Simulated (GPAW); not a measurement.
## Calculation of the molecule and its ions, with input and output: CH$_{4}$BClO (part 2 of 2)

Continued. System: CH$_{4}$BClO, SMILES CB(O)Cl. Method: OLYP/real-space grid, scalar-relativistic datasets (GPAW 26.7.0). The geometry comes from this level: GFN2-xTB.

Geometry of the input (Å):
```
C  0.0000  0.0000  0.0000
B  1.5832  0.0000  0.0000
O  2.2560  1.1444  0.0000
Cl 2.4711  -1.5183  -0.0010
H  -0.4258  -0.9980  0.0439
H  -0.3802  0.4879  -0.8948
H  -0.3823  0.5680  0.8453
H  3.2144  1.1159  0.0005
```

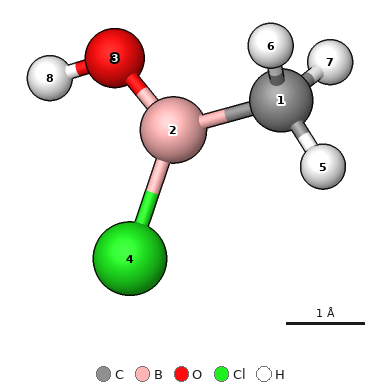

The structure as given in the input (ball-and-stick view, seen at an oblique angle; atoms are numbered from 1 in the order of the input).

Log, continued
```
Fermi level: -4.171
Eigenvalues  # (at kpt = [0.000, 0.000, 0.000])
| band index |      eig [eV] | occ [0-2] |
|------------|---------------|-----------|
|          0 |       -26.381 |     2.000 |
|        ... |               |           |
|          4 |       -11.436 |     2.000 |
|          5 |       -10.152 |     2.000 |
|          6 |       -10.042 |     2.000 |
|          7 |        -9.393 |     2.000 |
|          8 |        -8.977 |     2.000 |
|          9 |        -8.039 |     2.000 |
|         10 |        -7.799 |     2.000 |
|         11 |        -7.312 |     2.000 |
|         12 |        -1.030 |     0.000 |
|         13 |        -0.701 |     0.000 |
|         14 |        -0.354 |     0.000 |
|         15 |         0.082 |     0.000 |
|         16 |         0.189 |     0.000 |
|         17 |         0.456 |     0.000 |
|         18 |         0.909 |     0.000 |

Gap: 6.282 eV
Transition (v -> c):
  (s=0, k=0, n=11, [0.00, 0.00, 0.00]) -> (s=0, k=0, n=12, [0.00, 0.00, 0.00])
No difference between direct/indirect transitions
vacuum-level: 0.000  # V
neutral       -40.74046 eV
  __  _  _
 | _ |_)|_||  |
 |__||  | ||/\| - 26.7.0

units:  Angstrom and eV
cores:  1
OpenMP: False

Versions:
  Python: 3.12.14
  ASE:    3.29.0
  Numpy:  2.5.5
  Scipy:  1.18.1
  Libxc:  7.0.0

        _gpaw.cpython-312-aarch64-linux-gnu.so

Input parameters:
  mode=FD(),
  charge=1,
  h=0.18,
  maxiter=100,
  occupations=Occupations(name='fermi-dirac', width=0.0, fixmagmom=True),
  symmetry=Symmetry(point_group=False, time_reversal=False),
  xc=XC(name='GGA_X_OPTX+GGA_C_LYP')

Diagonalizing LCAO Hamiltonian
Converting LCAO to fd mode
          .---------------------------------.
         /|                                 |
        / |                                 |
       /  |                                 |
      /   |                                 |
     /    |                                 |
    /     |                                 |
   /      |                                 |
  /       |                                 |
 *        |                                 |
 |        |                                 |
 |        |        H                        |
 |        |              O  H               |
 |        |       HC   B                    |
 |        |        H    Cl                  |
 |        |                                 |
 |        |                                 |
 |        .---------------------------------.
 |       /                                 /
 |      /                                 /
 |     /                                 /
 |    /                                 /
 |   /                                 /
 |  /                                 /
 | /                                 /
 |/                                 /
 *---------------------------------*

Atoms  # Å, Bohr magnetons
|   | symbol |        x |        y |        z |    initial magnetic moments |
|---|--------|----------|----------|----------|-----------------------------|
| 0 |      C | 5.605722 | 7.186954 | 7.024735 | ( 0.0000,  0.0000,  0.1250) |
| 1 |      B | 7.188899 | 7.186954 | 7.024735 | ( 0.0000,  0.0000,  0.1250) |
| 2 |      O | 7.861741 | 8.331353 | 7.024735 | ( 0.0000,  0.0000,  0.1250) |
| 3 |     Cl | 8.076864 | 5.668647 | 7.023779 | ( 0.0000,  0.0000,  0.1250) |
| 4 |      H | 5.179878 | 6.188983 | 7.068665 | ( 0.0000,  0.0000,  0.1250) |
| 5 |      H | 5.225500 | 7.674806 | 6.129974 | ( 0.0000,  0.0000,  0.1250) |
| 6 |      H | 5.223429 | 7.754955 | 7.870026 | ( 0.0000,  0.0000,  0.1250) |
| 7 |      H | 8.820122 | 8.302862 | 7.025262 | ( 0.0000,  0.0000,  0.1250) |

Unit cell  # Å
| periodic |         x |         y |         z |   lengths |    angles |
|----------|-----------|-----------|-----------|-----------|-----------|
|       no | 14.000000 |  0.000000 |  0.000000 | 14.000000 | 90.000000 |
|       no |  0.000000 | 14.000000 |  0.000000 | 14.000000 | 90.000000 |
|       no |  0.000000 |  0.000000 | 14.000000 | 14.000000 | 90.000000 |

Number of symmetries: 1
Symmetry operations  # r_c * U_cc + t_c -> r_c
|   | kind |            matrix            |
|---|------|------------------------------|
| 0 |  E   |  1, 0, 0,  0, 1, 0,  0, 0, 1 |

BZ-sampling:
  Number of BZ points: 1
  Number of IBZ points: 1

  Monkhorst-Pack size: [1, 1, 1]
  Monkhorst-Pack shift: [0, 0, 0]

K-points  # in reciprocal-cell coordinates
|   |                                coordinates |     weight |
|---|--------------------------------------------|------------|
| 0 | (  0.00000000,   0.00000000,   0.00000000) | 1.00000000 |

Uniform wave function grid shape: (np.int64(75), np.int64(75), np.int64(75))
Spin-components: 2 (collinear spins)
Bands:           19
Projectors:      32
Spin-degeneracy: 1
Datatype:        float64

  Storage: CPU
  Wave functions: 128_250_000 bytes (128_250_000 per core)

Parallelization:
  kpt:    1
  domain: 1
  band:   1

Density:
  Valence electrons: 24.0
  Components: 2
  Grid points: [76 76 76]
  Charge: 1.0  # |e|

Potential:
  Grid points: [76 76 76]

species:
  C:
    name:    Carbon
    Z:       6.0
    valence: 4
    core:    2
    charge:  0.0  # [|e|]
    file:    C.GGA_X_OPTX+GGA_C_LYP
    compensation charges:
      type: gauss
      rc: 0.20  # [Å]
      lmax: 2
    cutoffs:
      filter: 1.14  # [Å]
      core: 1.14  # [Å]
    projectors
    | kind |    occ | energy [eV] | rcut [Å] |
    |------|--------|-------------|----------|
    |   2s |  2.000 |     -13.806 |    0.635 |
    |   2p |  2.000 |      -5.153 |    0.635 |
    |    s |        |      13.405 |    0.635 |
    |    p |        |      22.059 |    0.635 |
    |    d |        |       0.000 |    0.635 |

    Using partial waves for C as LCAO basis

  B:
    name:    Boron
    Z:       5.0
    valence: 3
    core:    2
    charge:  0.0  # [|e|]
    file:    B.GGA_X_OPTX+GGA_C_LYP
    compensation charges:
      type: gauss
      rc: 0.20  # [Å]
      lmax: 2
    cutoffs:
      filter: 1.14  # [Å]
      core: 1.38  # [Å]
    projectors
    | kind |    occ | energy [eV] | rcut [Å] |
    |------|--------|-------------|----------|
    |   2s |  2.000 |      -9.414 |    0.635 |
    |   2p |  1.000 |      -3.456 |    0.635 |
    |    s |        |      17.797 |    0.635 |
    |    p |        |      23.755 |    0.635 |
    |    d |        |       0.000 |    0.635 |

    Using partial waves for B as LCAO basis

  O:
    name:    Oxygen
    Z:       8.0
    valence: 6
    core:    2
    charge:  0.0  # [|e|]
    file:    O.GGA_X_OPTX+GGA_C_LYP
    compensation charges:
      type: gauss
      rc: 0.21  # [Å]
      lmax: 2
    cutoffs:
      filter: 1.17  # [Å]
      core: 0.83  # [Å]
    projectors
    | kind |    occ | energy [eV] | rcut [Å] |
    |------|--------|-------------|----------|
    |   2s |  2.000 |     -24.147 |    0.688 |
    |   2p |  4.000 |      -8.970 |    0.598 |
    |    s |        |       3.065 |    0.688 |
    |    p |        |      18.241 |    0.598 |
    |    d |        |       0.000 |    0.619 |

    Using partial waves for O as LCAO basis

  Cl:
    name:    Chlorine
    Z:       17.0
    valence: 7
    core:    10
    charge:  0.0  # [|e|]
    file:    Cl.GGA_X_OPTX+GGA_C_LYP
    compensation charges:
      type: gauss
      rc: 0.25  # [Å]
      lmax: 2
    cutoffs:
      filter: 1.40  # [Å]
      core: 1.49  # [Å]
    projectors
    | kind |    occ | energy [eV] | rcut [Å] |
    |------|--------|-------------|----------|
    |   3s |  2.000 |     -20.669 |    0.794 |
    |   3p |  5.000 |      -8.522 |    0.794 |
    |    s |        |       6.543 |    0.794 |
    |    p |        |      18.689 |    0.794 |
    |    d |        |       0.000 |    0.794 |

    Using partial waves for Cl as LCAO basis

  H:
    name:    Hydrogen
    Z:       1.0
    valence: 1
    core:    0
    charge:  0.0  # [|e|]
    file:    H.GGA_X_OPTX+GGA_C_LYP
    compensation charges:
      type: gauss
      rc: 0.15  # [Å]
      lmax: 2
    cutoffs:
      filter: 0.85  # [Å]
      core: 0.53  # [Å]
    projectors
    | kind |    occ | energy [eV] | rcut [Å] |
    |------|--------|-------------|----------|
    |   1s |  1.000 |      -6.487 |    0.476 |
    |    s |        |      20.724 |    0.476 |
    |    p |        |       0.000 |    0.476 |

    Using partial waves for H as LCAO basis

Reference energy: -16353.283666  # eV

eigensolver:
  PPCG
  Converge bands: occupied
  niter=2

density mixing:
  MSR1-Mixer
  Pratt-step length: 0.05
  Maximum mixing coefficient: 0.75
  Old densities: 10
  SVD Regularization: 0.005
  Good broyden scale: 1.0
  Trust region scale: 1.0
  Backstep threshold: 4.0
  History deletion threshold: 6.0
  Fourier metric: weight=20.0, sigma=0.015

occupation numbers:
  Fixed magnetic moment: 1.000
  # Zero width

FastPoissonSolver using
    Stencil: 6*3+1=19 point O(h^6) finite-difference Laplacian
    FFT axes: []
    FST axes: [np.int64(0), np.int64(1), np.int64(2)]

xc functional:
  name: GGA_X_OPTX+GGA_C_LYP with 2 nearest neighbor stencil
interpolation: tri-quintic # 5. degree polynomial

Initialization done in: 4.587 s

convergence criteria:
- Maximum [total energy] change in last 3 cyles: 0.0005 eV / valence electron
- Maximum integral of absolute [dens]ity change: 0.0001 electrons / valence electron
- Maximum integral of absolute [eigenst]ate change: 4e-08 eV^2 / valence electron
maximum number of iterations: 100

SCF iterations
|iter     |     time |      energy | eigst |  dens |  magmom |
|---------|----------|-------------|-------|-------|---------|
|iter:   1| 00:00:47 |  -40.536715 | +1.22 |       |  +0.9958|
|iter:   2| 00:00:52 |  -38.222108 | +0.10 | -0.48 |  +0.9960|
|iter:   3| 00:00:57 |  -30.666948 | +0.59 | -0.52 |  +0.9983|
|iter:   4| 00:01:03 |  -30.545606 | +0.33 | -0.86 |  +0.9989|
|iter:   5| 00:01:08 |  -29.966258 | -0.49 | -0.99 |  +0.9993|
|iter:   6| 00:01:13 |  -29.936018 | -0.97 | -1.34 |  +0.9997|
|iter:   7| 00:01:19 |  -30.001540 | -1.23 | -1.43 |  +0.9999|
|iter:   8| 00:01:24 |  -29.940155 | -1.49 | -1.22 |  +0.9999|
|iter:   9| 00:01:30 |  -29.939703 | -2.10 | -1.76 |  +1.0000|
|iter:  10| 00:01:35 |  -29.939407c| -2.51 | -1.97 |  +1.0000|
|iter:  11| 00:01:41 |  -29.939993c| -2.88 | -2.37 |  +1.0000|
|iter:  12| 00:01:46 |  -29.940006c| -3.57 | -2.63 |  +1.0000|
|iter:  13| 00:01:52 |  -29.940016c| -4.01 | -2.96 |  +1.0000|
|iter:  14| 00:01:57 |  -29.940011c| -4.44 | -3.24 |  +1.0000|
|iter:  15| 00:02:02 |  -29.940010c| -5.00 | -3.59 |  +1.0000|
|iter:  16| 00:02:08 |  -29.940010c| -5.51 | -4.14c|  +1.0000|
|iter:  17| 00:02:14 |  -29.940010c| -6.36 | -4.57c|  +1.0000|
|iter:  18| 00:02:19 |  -29.940010c| -6.99 | -5.06c|  +1.0000|
|iter:  19| 00:02:24 |  -29.940010c| -7.50c| -5.24c|  +1.0000|

Converged in 19 steps
SCF loop duration: 100.234 s (5.275 s/step)
Energy contributions relative to reference atoms: (reference = -16353.283666)

Energy contributions:
  Kinetic:          37.921280
  Coulomb:         -40.286310
  Zero:              0.817566
  External:          0.000000
  Xc:              -28.392546
  Entropy:           0.000000
  Spinorbit:         0.000000
  ----------------------------
  Free energy:     -29.940010
  Extrapolated:    -29.940010

dipole moment: (7.290034, 6.733014, 7.023478)  # |e|*Ang

Total magnetic moment: (0.000000, 0.000000, 1.000000)

Local magnetic moments
|        x |        y |         z |
|----------|----------|-----------|
| 0.000000 | 0.000000 |  0.096206 |  # C    0
| 0.000000 | 0.000000 |  0.029199 |  # B    1
| 0.000000 | 0.000000 |  0.018761 |  # O    2
| 0.000000 | 0.000000 |  0.287233 |  # Cl   3
| 0.000000 | 0.000000 | -0.002107 |  # H    4
| 0.000000 | 0.000000 |  0.013747 |  # H    5
| 0.000000 | 0.000000 |  0.015254 |  # H    6
| 0.000000 | 0.000000 |  0.000431 |  # H    7

Fermi levels: -10.708, -14.305
Eigenvalues  # (at kpt = [0.000, 0.000, 0.000])
| band index |      eig [eV] | occ [0-1] |      eig [eV] | occ [0-1] |
|------------|---------------|-----------|---------------|-----------|
|          0 |       -32.401 |     1.000 |       -32.334 |     1.000 |
|        ... |               |           |               |           |
|          4 |       -18.787 |     1.000 |       -18.479 |     1.000 |
|          5 |       -17.113 |     1.000 |       -16.419 |     1.000 |
|          6 |       -16.566 |     1.000 |       -16.393 |     1.000 |
|          7 |       -15.691 |     1.000 |       -15.545 |     1.000 |
|          8 |       -15.547 |     1.000 |       -15.300 |     1.000 |
|          9 |       -15.326 |     1.000 |       -14.452 |     1.000 |
|         10 |       -14.643 |     1.000 |       -14.377 |     1.000 |
|         11 |       -14.563 |     1.000 |       -14.232 |     0.000 |
|         12 |        -7.183 |     0.000 |        -7.086 |     0.000 |
|         13 |        -5.508 |     0.000 |        -5.472 |     0.000 |
|         14 |        -5.304 |     0.000 |        -5.076 |     0.000 |
|         15 |        -4.319 |     0.000 |        -4.246 |     0.000 |
|         16 |        -3.765 |     0.000 |        -3.725 |     0.000 |
|         17 |        -3.563 |     0.000 |        -3.545 |     0.000 |
|         18 |        -3.271 |     0.000 |        -3.250 |     0.000 |

Gap: 7.049 eV
Transition (v -> c):
  (s=1, k=0, n=11, [0.00, 0.00, 0.00]) -> (s=0, k=0, n=12, [0.00, 0.00, 0.00])
No difference between direct/indirect transitions
vacuum-level: 0.000  # V
oxidised      -29.94001 eV
Vertical IP: 10.800 eV
```

Results in brief

| quantity | value |
| --- | --- |
| outcome | converged |
| ionisation energy | 10.80 eV |
| hardware | 1 thread of Arm Neoverse V2, 112 GiB of memory available, shared host |
| wall time | 2.4 min |
| peak memory | 2.1 GiB |

Notes

Further notes kept with the run: datasets made with stock radii, not tested.
